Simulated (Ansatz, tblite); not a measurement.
# Si39H44 off sphere (Si₃₉H₄₄): charged states by level of theory

What does removing or adding an electron cost or gain for Si39H44 off sphere (Si₃₉H₄₄)? Each charged state is run at several levels.

Computed with Ansatz 0.2.0, Gaussian basis. Level: as each input shows.

Levels to be run: charge +1 doublet, at the geometry of the singlet (PBE0-D4/def2-SVP, PBE-D4/def2-SVP, LC-ωPBE/def2-SVP); charge -1 doublet, at the geometry of the singlet (PBE0-D4/def2-SVP, PBE-D4/def2-SVP, LC-ωPBE/def2-SVP); the starting singlet's energies come from earlier runs.

1 further run of the same task is left out (set aside as unsound or not needed). Runs told in other sessions of the task aren't counted.

### 1 The structure

The geometry is that of the singlet, from an earlier relaxation (PBE-D4/def2-SVP).

83 atoms, charge 0, spin multiplicity 1.

Atoms are counted from 1 here; the program's logs count them from 0.

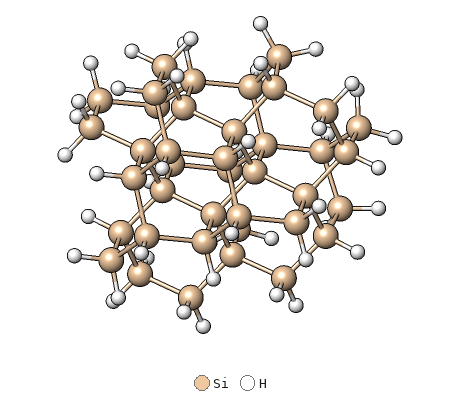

The structure; silicon light orange, hydrogen white.

### 2 Charge +1 doublet at the fixed geometry, PBE0-D4/def2-SVP

Input file in.yaml:

```yaml
crystal:
  periodic: [false, false, false]
  atoms:
    - {symbol: Si, position_ang: [-1.277303, -4.784105, -0.586622]}
    - {symbol: Si, position_ang: [-3.235455, -3.707416, 0.146784]}
    - {symbol: Si, position_ang: [-3.436819, -3.711546, 2.504950]}
    - {symbol: Si, position_ang: [-3.229023, -1.511477, -3.016049]}
    - {symbol: Si, position_ang: [-3.216226, -1.496274, -0.653085]}
    - {symbol: Si, position_ang: [-5.126505, -0.381231, 0.143975]}
    - {symbol: Si, position_ang: [-3.245012, -1.506966, 3.318520]}
    - {symbol: Si, position_ang: [-5.217192, -0.504598, 2.506259]}
    - {symbol: Si, position_ang: [-5.094590, 1.843544, -0.616047]}
    - {symbol: Si, position_ang: [2.563957, -4.730810, -0.689098]}
    - {symbol: Si, position_ang: [0.648236, -3.684702, 0.189519]}
    - {symbol: Si, position_ang: [0.817535, -3.686016, 2.548244]}
    - {symbol: Si, position_ang: [0.610447, -1.514445, -2.983982]}
    - {symbol: Si, position_ang: [-1.303802, -0.415107, -3.801769]}
    - {symbol: Si, position_ang: [0.617168, -1.481458, -0.621057]}
    - {symbol: Si, position_ang: [-1.309712, -0.394606, 0.166365]}
    - {symbol: Si, position_ang: [0.599922, -1.479898, 3.340839]}
    - {symbol: Si, position_ang: [-1.328220, -0.400950, 2.525592]}
    - {symbol: Si, position_ang: [-1.300338, 1.798353, -3.001350]}
    - {symbol: Si, position_ang: [-1.282598, 1.809212, -0.638182]}
    - {symbol: Si, position_ang: [-3.171766, 2.967455, 0.136466]}
    - {symbol: Si, position_ang: [-1.315374, 1.814654, 3.323708]}
    - {symbol: Si, position_ang: [-3.053771, 3.172779, 2.490305]}
    - {symbol: Si, position_ang: [4.481280, -3.660375, 0.161352]}
    - {symbol: Si, position_ang: [4.471205, -1.464235, -2.971379]}
    - {symbol: Si, position_ang: [2.529372, -0.420731, -3.793983]}
    - {symbol: Si, position_ang: [4.454781, -1.438332, -0.604055]}
    - {symbol: Si, position_ang: [2.518558, -0.367210, 0.185545]}
    - {symbol: Si, position_ang: [2.523335, -0.370060, 2.550719]}
    - {symbol: Si, position_ang: [2.499813, 1.801749, -3.017063]}
    - {symbol: Si, position_ang: [0.594911, 2.939757, -3.798816]}
    - {symbol: Si, position_ang: [2.517655, 1.821566, -0.653101]}
    - {symbol: Si, position_ang: [0.619629, 2.904545, 0.190194]}
    - {symbol: Si, position_ang: [2.581209, 1.842774, 3.337271]}
    - {symbol: Si, position_ang: [0.631851, 2.897002, 2.556174]}
    - {symbol: Si, position_ang: [0.591694, 5.141801, -2.962777]}
    - {symbol: Si, position_ang: [0.596102, 5.116382, -0.594158]}
    - {symbol: Si, position_ang: [4.438072, 2.928765, 0.118016]}
    - {symbol: Si, position_ang: [4.477540, 2.948611, 2.485928]}
    - {symbol: H, position_ang: [-1.259246, -6.225355, -0.138556]}
    - {symbol: H, position_ang: [-1.244564, -4.758785, -2.095867]}
    - {symbol: H, position_ang: [-4.437496, -4.407942, -0.445404]}
    - {symbol: H, position_ang: [-4.824828, -4.194462, 2.853237]}
    - {symbol: H, position_ang: [-2.449850, -4.656360, 3.137942]}
    - {symbol: H, position_ang: [-3.260905, -2.937717, -3.508757]}
    - {symbol: H, position_ang: [-4.470903, -0.815902, -3.517581]}
    - {symbol: H, position_ang: [-6.343876, -1.074293, -0.424643]}
    - {symbol: H, position_ang: [-3.230089, -1.497499, 4.829167]}
    - {symbol: H, position_ang: [-6.374897, -1.393658, 2.891873]}
    - {symbol: H, position_ang: [-5.460366, 0.853758, 3.109979]}
    - {symbol: H, position_ang: [-5.076075, 1.838916, -2.125640]}
    - {symbol: H, position_ang: [-6.339178, 2.566716, -0.161596]}
    - {symbol: H, position_ang: [2.559632, -6.196511, -0.328457]}
    - {symbol: H, position_ang: [2.556798, -4.616354, -2.193770]}
    - {symbol: H, position_ang: [-0.179711, -4.633665, 3.159362]}
    - {symbol: H, position_ang: [2.195935, -4.169793, 2.928978]}
    - {symbol: H, position_ang: [0.604608, -2.950845, -3.454343]}
    - {symbol: H, position_ang: [-1.259951, -0.400005, -5.312486]}
    - {symbol: H, position_ang: [0.575910, -1.444601, 4.851620]}
    - {symbol: H, position_ang: [-2.553144, 2.502380, -3.472019]}
    - {symbol: H, position_ang: [-3.153930, 4.352021, -0.470770]}
    - {symbol: H, position_ang: [-1.328995, 1.791440, 4.834777]}
    - {symbol: H, position_ang: [-4.384540, 2.899227, 3.140136]}
    - {symbol: H, position_ang: [-2.669576, 4.598241, 2.809965]}
    - {symbol: H, position_ang: [5.735153, -4.357093, -0.308637]}
    - {symbol: H, position_ang: [4.454734, -3.701805, 1.667988]}
    - {symbol: H, position_ang: [4.543118, -2.890140, -3.461095]}
    - {symbol: H, position_ang: [5.691938, -0.735986, -3.477253]}
    - {symbol: H, position_ang: [2.509615, -0.426817, -5.305142]}
    - {symbol: H, position_ang: [5.658689, -0.680854, -0.094064]}
    - {symbol: H, position_ang: [3.750476, -1.117902, 3.022412]}
    - {symbol: H, position_ang: [3.744510, 2.511155, -3.501947]}
    - {symbol: H, position_ang: [0.588132, 2.938137, -5.310014]}
    - {symbol: H, position_ang: [2.586914, 1.844463, 4.848394]}
    - {symbol: H, position_ang: [0.606715, 4.334927, 3.025556]}
    - {symbol: H, position_ang: [-0.632240, 5.868598, -3.463137]}
    - {symbol: H, position_ang: [1.810008, 5.876117, -3.465806]}
    - {symbol: H, position_ang: [-0.624966, 5.825715, -0.063318]}
    - {symbol: H, position_ang: [1.816057, 5.835790, -0.073502]}
    - {symbol: H, position_ang: [5.665362, 2.232094, -0.415169]}
    - {symbol: H, position_ang: [4.439403, 4.342203, -0.409847]}
    - {symbol: H, position_ang: [5.727283, 2.262931, 2.980565]}
    - {symbol: H, position_ang: [4.497801, 4.373139, 2.982767]}
basis:
  gaussian: {orbitals: def2-SVP, fitting: {mean_field: def2-universal-jkfit}}
total_charge: 1
magnetization: {spin_polarized: true, initial_magnetization: 1}
hamiltonian: {xc: pbe0, dispersion: d4}
scf: {omitted_lower_state_checks: [starts]}
output: {orbitals: {seedname: orbitals}}
```

The run is started by

```sh
$ ansatz run in.yaml --threads 11 --pin off --events-out ev --progress --plain --max-ram 110592MiB --backend cuda --devices 0, --max-vram 75GiB
```

The log of the run:

```text
Functional definition: PBE0
  name "PBE0"
  cite "Adamo & Barone, J. Chem. Phys. 110, 6158 (1999) doi:10.1063/1.478522"
  cite "Perdew, Burke & Ernzerhof, Phys. Rev. Lett. 77, 3865 (1996) doi:10.1103/PhysRevLett.77.3865"
  parent pbe
  parameter a = 0.25
  parameter kappa = 0.804
  parameter beta = 0.06672455060314922
  exchange = (1 - a)*pbe_x(kappa = kappa, mu = beta*pi^2/3) + a*exact_x
  correlation = pbe_c(beta = beta)
these checks for a lower state are left out or cut short: starts
5784 factors; integrals over basis functions are off by at most 3.2e-1 eV
mean field evaluation 1: about -307726.4776 eV, gradient 1.6e1 eV
mean field evaluation 2: about -307727.7776 eV, gradient 1.2e1 eV
mean field evaluation 4: about -307728.7019 eV, gradient 1.3e0 eV
mean field evaluation 8: about -307728.6786 eV, gradient 3.1e-1 eV
mean field evaluation 16: about -307728.6795 eV, gradient 2.2e-3 eV
mean field evaluation 32: about -307728.6795 eV, gradient 1.3e-4 eV
mean field -307728.67948638 eV, -11308.8203851337 hartree, gradient 9.1e-6 eV, S^2 0.752759; 0 other end points of the search recorded, 0 dependent functions left out
reference -307728.67957035 eV, -11308.8203882199 hartree; 295, 294 occupied and 627, 628 virtual orbitals, 5784 factors
Total energy: -307735.72982130 eV, -11309.0794801633 hartree
Checks for a lower state left out: starts
```

Run time: 28 s. Hardware: 1 × H100 with 11 threads of AMD EPYC 7R13, shared host; peak host memory 1.9 GiB.

From the report: HOMO -9.11 eV, LUMO -8.25 eV (over both spins); ⟨S²⟩ 0.753 (pure: 0.75).

### 3 Charge +1 doublet at the fixed geometry, PBE-D4/def2-SVP

start.molden holds the orbitals of an earlier run on this state, given as this run's starting guess.

in.yaml, as its differences from that of step 2:

```diff
@@ -87,6 +87,6 @@
 basis:
-  gaussian: {orbitals: def2-SVP, fitting: {mean_field: def2-universal-jkfit}}
+  gaussian: {orbitals: def2-SVP, fitting: {mean_field: def2-universal-jkfit}, initial_orbitals: start.molden}
 total_charge: 1
 magnetization: {spin_polarized: true, initial_magnetization: 1}
-hamiltonian: {xc: pbe0, dispersion: d4}
+hamiltonian: {xc: pbe, dispersion: d4}
 scf: {omitted_lower_state_checks: [starts]}
```

The command is unchanged.

The log of the run:

```text
Functional definition: PBE
  name "PBE"
  cite "Perdew, Burke & Ernzerhof, Phys. Rev. Lett. 77, 3865 (1996) doi:10.1103/PhysRevLett.77.3865"
  parent pbe
  parameter kappa = 0.804
  parameter beta = 0.06672455060314922
  exchange = pbe_x(kappa = kappa, mu = beta*pi^2/3)
  correlation = pbe_c(beta = beta)
these checks for a lower state are left out or cut short: starts
5784 factors; integrals over basis functions are off by at most 3.2e-1 eV
mean field evaluation 1: about -307696.6689 eV, gradient 1.4e1 eV
mean field evaluation 2: about -307697.4239 eV, gradient 7.8e-1 eV
mean field evaluation 4: about -307697.3900 eV, gradient 2.8e-2 eV
mean field evaluation 8: about -307697.3901 eV, gradient 9.4e-5 eV
mean field evaluation 16: about -307697.3901 eV, gradient 6.5e-6 eV
mean field -307697.39006787 eV, -11307.6705202124 hartree, gradient 1.5e-6 eV, S^2 0.750626; 0 other end points of the search recorded, 0 dependent functions left out
reference -307697.39017950 eV, -11307.6705243148 hartree; 295, 294 occupied and 627, 628 virtual orbitals, 5784 factors
Total energy: -307705.03224985 eV, -11307.9513652199 hartree
Checks for a lower state left out: starts
```

Run time: 12 s. Hardware: 1 × H100 with 11 threads of AMD EPYC 7R13, shared host; peak host memory 1.9 GiB.

Report: HOMO -8.19 eV, LUMO -8.17 eV (over both spins); ⟨S²⟩ 0.751 (pure: 0.75).

### 4 Charge +1 doublet at the fixed geometry, LC-ωPBE/def2-SVP

in.yaml, as its differences from that of step 3:

```diff
@@ -90,3 +90,3 @@
 magnetization: {spin_polarized: true, initial_magnetization: 1}
-hamiltonian: {xc: pbe, dispersion: d4}
+hamiltonian: {xc: {name: LC-wPBE}}
 scf: {omitted_lower_state_checks: [starts]}
```

The command is unchanged.

The log of the run:

```text
Functional definition: LC-wPBE
  name "LC-wPBE"
  cite "Vydrov & Scuseria, J. Chem. Phys. 125, 234109 (2006) doi:10.1063/1.2409292"
  cite "Heyd & Scuseria, J. Chem. Phys. 120, 7274 (2004) doi:10.1063/1.1668634"
  cite "Ernzerhof & Perdew, J. Chem. Phys. 109, 3313 (1998) doi:10.1063/1.476928"
  cite "Perdew, Burke & Ernzerhof, Phys. Rev. Lett. 77, 3865 (1996) doi:10.1103/PhysRevLett.77.3865"
  parent pbe
  parameter omega = 0.4/bohr
  exchange = pbe_x_sr(omega) + exact_x_lr(omega)
  correlation = pbe_c
these checks for a lower state are left out or cut short: starts
5784 factors; integrals over basis functions are off by at most 3.2e-1 eV
5784 factors; integrals over basis functions are off by at most 2.0e-6 eV
mean field evaluation 1: about -307752.5944 eV, gradient 1.4e1 eV
mean field evaluation 2: about -307753.9638 eV, gradient 1.4e0 eV
mean field evaluation 4: about -307754.0350 eV, gradient 2.7e-1 eV
mean field evaluation 8: about -307754.0519 eV, gradient 1.1e-1 eV
mean field evaluation 16: about -307754.0545 eV, gradient 2.9e-5 eV
mean field -307754.05454474 eV, -11309.7529013287 hartree, gradient 5.9e-6 eV, S^2 0.766060; 0 other end points of the search recorded, 0 dependent functions left out
reference -307754.05454476 eV, -11309.7529013294 hartree; 295, 294 occupied and 627, 628 virtual orbitals, 5784 factors
Total energy: -307754.05454476 eV, -11309.7529013294 hartree
Checks for a lower state left out: starts
```

It took 37 s on 1 × H100 with 11 threads of AMD EPYC 7R13, shared host; peak host memory 1.9 GiB.

From the report: HOMO -11.31 eV, LUMO -7.55 eV (over both spins); ⟨S²⟩ 0.766 (pure: 0.75).

### 5 Vertical ionisation energy

Charged state less starting state, singlet to doublet; the starting state's energies are those of its earlier runs.

```csv
level,vertical ionisation energy (eV),time
PBE-D4/def2-SVP,+7.04,19 s
PBE0-D4/def2-SVP,+7.52,36 s
LC-ωPBE/def2-SVP,+8.27,46 s
```

Times add the two runs; a level without a time comes out of a correlated run.

Beside −ε(HOMO) of the starting state:

```csv
level,−ε(HOMO) (eV),by difference (eV),mismatch (eV)
PBE-D4/def2-SVP,5.73,7.04,-1.31
PBE0-D4/def2-SVP,6.63,7.52,-0.89
LC-ωPBE/def2-SVP,8.80,8.27,+0.53
```

### 6 Charge -1 doublet at the fixed geometry, PBE0-D4/def2-SVP

in.yaml, as its differences from that of step 4:

```diff
@@ -87,6 +87,6 @@
 basis:
-  gaussian: {orbitals: def2-SVP, fitting: {mean_field: def2-universal-jkfit}, initial_orbitals: start.molden}
-total_charge: 1
+  gaussian: {orbitals: def2-SVP, fitting: {mean_field: def2-universal-jkfit}}
+total_charge: -1
 magnetization: {spin_polarized: true, initial_magnetization: 1}
-hamiltonian: {xc: {name: LC-wPBE}}
+hamiltonian: {xc: pbe0, dispersion: d4}
 scf: {omitted_lower_state_checks: [starts]}
```

Launched as before.

The log of the run:

```text
Functional definition: PBE0
  name "PBE0"
  cite "Adamo & Barone, J. Chem. Phys. 110, 6158 (1999) doi:10.1063/1.478522"
  cite "Perdew, Burke & Ernzerhof, Phys. Rev. Lett. 77, 3865 (1996) doi:10.1103/PhysRevLett.77.3865"
  parent pbe
  parameter a = 0.25
  parameter kappa = 0.804
  parameter beta = 0.06672455060314922
  exchange = (1 - a)*pbe_x(kappa = kappa, mu = beta*pi^2/3) + a*exact_x
  correlation = pbe_c(beta = beta)
these checks for a lower state are left out or cut short: starts
5784 factors; integrals over basis functions are off by at most 3.2e-1 eV
mean field evaluation 1: about -307733.3629 eV, gradient 2.3e1 eV
mean field evaluation 2: about -307724.6408 eV, gradient 4.4e1 eV
mean field evaluation 4: about -307737.1640 eV, gradient 3.8e0 eV
mean field evaluation 8: about -307737.2314 eV, gradient 8.5e-1 eV
mean field evaluation 16: about -307737.2392 eV, gradient 2.7e-2 eV
mean field evaluation 32: about -307737.2412 eV, gradient 4.7e-5 eV
mean field -307737.24123891 eV, -11309.1350237361 hartree, gradient 3.2e-6 eV, S^2 0.751844; 0 other end points of the search recorded, 0 dependent functions left out
reference -307737.24132644 eV, -11309.1350269527 hartree; 296, 295 occupied and 626, 627 virtual orbitals, 5784 factors
Total energy: -307744.45232898 eV, -11309.4000264084 hartree
Checks for a lower state left out: starts
```

Run time: 40 s. Hardware: 1 × H100 with 11 threads of AMD EPYC 7R13, shared host; peak host memory 1.9 GiB.

From the report: HOMO -0.33 eV, LUMO 0.50 eV (over both spins); ⟨S²⟩ 0.752 (pure: 0.75).

### 7 Charge -1 doublet at the fixed geometry, PBE-D4/def2-SVP

in.yaml, as its differences from that of step 6:

```diff
@@ -87,6 +87,6 @@
 basis:
-  gaussian: {orbitals: def2-SVP, fitting: {mean_field: def2-universal-jkfit}}
+  gaussian: {orbitals: def2-SVP, fitting: {mean_field: def2-universal-jkfit}, initial_orbitals: start.molden}
 total_charge: -1
 magnetization: {spin_polarized: true, initial_magnetization: 1}
-hamiltonian: {xc: pbe0, dispersion: d4}
+hamiltonian: {xc: pbe, dispersion: d4}
 scf: {omitted_lower_state_checks: [starts]}
```

Launched as before.

The log of the run:

```text
Functional definition: PBE
  name "PBE"
  cite "Perdew, Burke & Ernzerhof, Phys. Rev. Lett. 77, 3865 (1996) doi:10.1103/PhysRevLett.77.3865"
  parent pbe
  parameter kappa = 0.804
  parameter beta = 0.06672455060314922
  exchange = pbe_x(kappa = kappa, mu = beta*pi^2/3)
  correlation = pbe_c(beta = beta)
these checks for a lower state are left out or cut short: starts
5784 factors; integrals over basis functions are off by at most 3.2e-1 eV
mean field evaluation 1: about -307704.9485 eV, gradient 1.4e1 eV
mean field evaluation 2: about -307705.7055 eV, gradient 7.7e-1 eV
mean field evaluation 4: about -307705.6716 eV, gradient 3.9e-2 eV
mean field evaluation 8: about -307705.6738 eV, gradient 4.0e-2 eV
mean field evaluation 16: about -307705.6738 eV, gradient 1.6e-5 eV
mean field -307705.67382235 eV, -11307.9749425744 hartree, gradient 4.3e-6 eV, S^2 0.750748; 0 other end points of the search recorded, 0 dependent functions left out
reference -307705.67393865 eV, -11307.9749468484 hartree; 296, 295 occupied and 626, 627 virtual orbitals, 5784 factors
Total energy: -307713.49227587 eV, -11308.2622654420 hartree
Checks for a lower state left out: starts
```

Run time: 16 s. Hardware: 1 × H100 with 11 threads of AMD EPYC 7R13, shared host; peak host memory 1.8 GiB.

Report: HOMO -0.16 eV, LUMO -0.12 eV (over both spins); ⟨S²⟩ 0.751 (pure: 0.75).

### 8 Charge -1 doublet at the fixed geometry, LC-ωPBE/def2-SVP

in.yaml, as its differences from that of step 7:

```diff
@@ -90,3 +90,3 @@
 magnetization: {spin_polarized: true, initial_magnetization: 1}
-hamiltonian: {xc: pbe, dispersion: d4}
+hamiltonian: {xc: {name: LC-wPBE}}
 scf: {omitted_lower_state_checks: [starts]}
```

Same command.

The log of the run:

```text
Functional definition: LC-wPBE
  name "LC-wPBE"
  cite "Vydrov & Scuseria, J. Chem. Phys. 125, 234109 (2006) doi:10.1063/1.2409292"
  cite "Heyd & Scuseria, J. Chem. Phys. 120, 7274 (2004) doi:10.1063/1.1668634"
  cite "Ernzerhof & Perdew, J. Chem. Phys. 109, 3313 (1998) doi:10.1063/1.476928"
  cite "Perdew, Burke & Ernzerhof, Phys. Rev. Lett. 77, 3865 (1996) doi:10.1103/PhysRevLett.77.3865"
  parent pbe
  parameter omega = 0.4/bohr
  exchange = pbe_x_sr(omega) + exact_x_lr(omega)
  correlation = pbe_c
these checks for a lower state are left out or cut short: starts
5784 factors; integrals over basis functions are off by at most 3.2e-1 eV
5784 factors; integrals over basis functions are off by at most 2.0e-6 eV
mean field evaluation 1: about -307761.4071 eV, gradient 1.4e1 eV
mean field evaluation 2: about -307762.7954 eV, gradient 1.4e0 eV
mean field evaluation 4: about -307762.8683 eV, gradient 3.8e-1 eV
mean field evaluation 8: about -307762.8840 eV, gradient 9.2e-2 eV
mean field evaluation 16: about -307762.8842 eV, gradient 1.7e-5 eV
mean field -307762.88421283 eV, -11310.0773856462 hartree, gradient 5.1e-6 eV, S^2 0.757616; 0 other end points of the search recorded, 0 dependent functions left out
reference -307762.88421285 eV, -11310.0773856469 hartree; 296, 295 occupied and 626, 627 virtual orbitals, 5784 factors
Total energy: -307762.88421285 eV, -11310.0773856469 hartree
Checks for a lower state left out: starts
```

It took 43 s on 1 × H100 with 11 threads of AMD EPYC 7R13, shared host; peak host memory 1.9 GiB.

Report: HOMO -1.18 eV, LUMO 2.36 eV (over both spins); ⟨S²⟩ 0.758 (pure: 0.75).

### 9 Vertical electron affinity

Starting state less charged state (positive: the electron is bound), singlet to doublet; the starting state's energies are those of its earlier runs.

```csv
level,vertical electron affinity (eV),time
PBE-D4/def2-SVP,+1.42,22 s
PBE0-D4/def2-SVP,+1.20,48 s
LC-ωPBE/def2-SVP,+0.56,53 s
```

Times add the two runs; a level without a time comes out of a correlated run.

Beside −ε(LUMO) of the starting state:

```csv
level,−ε(LUMO) (eV),by difference (eV),mismatch (eV)
PBE-D4/def2-SVP,2.51,1.42,+1.09
PBE0-D4/def2-SVP,1.91,1.20,+0.70
LC-ωPBE/def2-SVP,0.06,0.56,-0.50
```

### 10 Results

| quantity | value |
| --- | --- |
| vertical ionisation energy, functionals in def2-SVP | 7.04 (PBE-D4) to 8.27 eV (LC-ωPBE) |
| vertical electron affinity, functionals in def2-SVP | 0.56 (LC-ωPBE) to 1.42 eV (PBE-D4) |

What this shows: The vertical ionisation energy spans 7.04 to 8.27 eV over the functionals. −ε(HOMO) misses the level's own difference by +0.53 eV at best (LC-ωPBE) and -1.31 eV at worst (PBE-D4). The vertical electron affinity spans 0.56 to 1.42 eV over the functionals. −ε(LUMO) misses the level's own difference by -0.50 eV at best (LC-ωPBE) and +1.09 eV at worst (PBE-D4).
